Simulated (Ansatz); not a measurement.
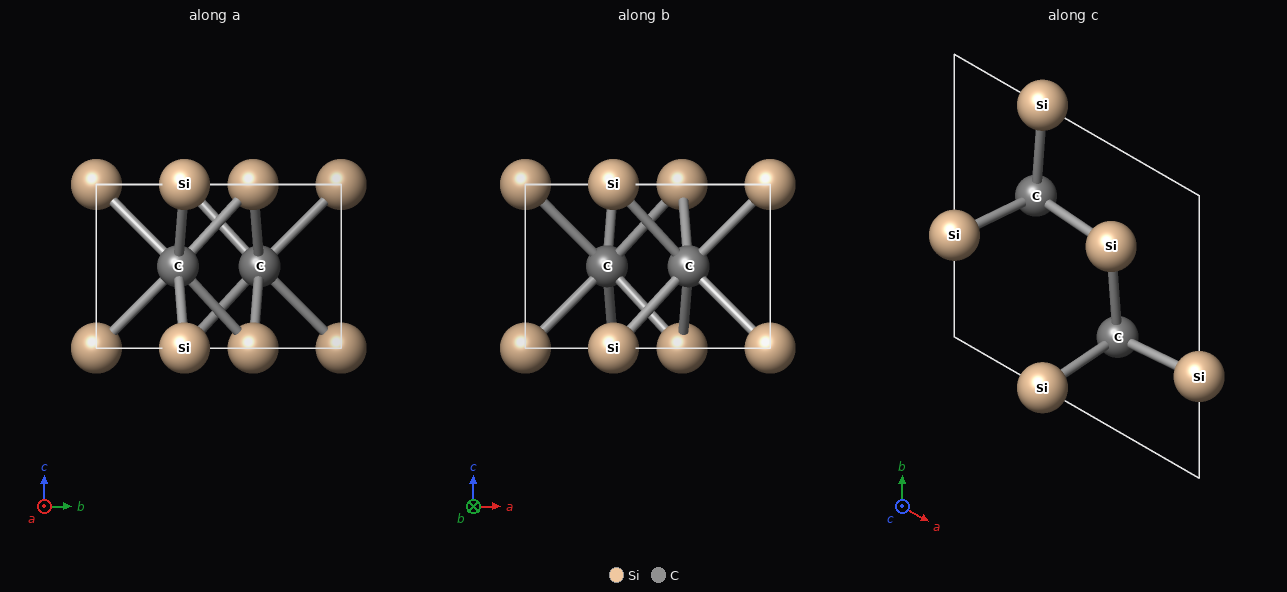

The crystal in a ball-and-stick representation, seen along the a axis, along the b axis and along the c axis. Thin lines show the conventional unit cell, with boundary atoms drawn in all their periodic places.

Lattice parameters: a = 4.7722 Å, b = 4.7722 Å, c = 2.7633 Å, α = 90.000°, β = 90.000°, γ = 120.000°.

Transcribe the picture into a CIF with its space group and independent sites, with free fractional coordinates to two decimals.

```cif
data_structure
_symmetry_space_group_name_H-M 'P -6 2 m'
_symmetry_Int_Tables_number 189
_cell_length_a 4.7722
_cell_length_b 4.7722
_cell_length_c 2.7633
_cell_angle_alpha 90.000
_cell_angle_beta 90.000
_cell_angle_gamma 120.000
_cell_volume 54.50
loop_
_atom_site_label
_atom_site_type_symbol
_atom_site_symmetry_multiplicity
_atom_site_Wyckoff_symbol
_atom_site_fract_x
_atom_site_fract_y
_atom_site_fract_z
_atom_site_occupancy
Si1 Si 3 f 0.36 0.00 0.00 1
C1 C 2 d 0.3333 0.6667 0.50 1
```

The structure was taken from a random cell made by a generator, so it need not be a real form of the compound. Earlier steps of the study may have refined or changed the cell and positions. It went into a calculation with Ansatz.
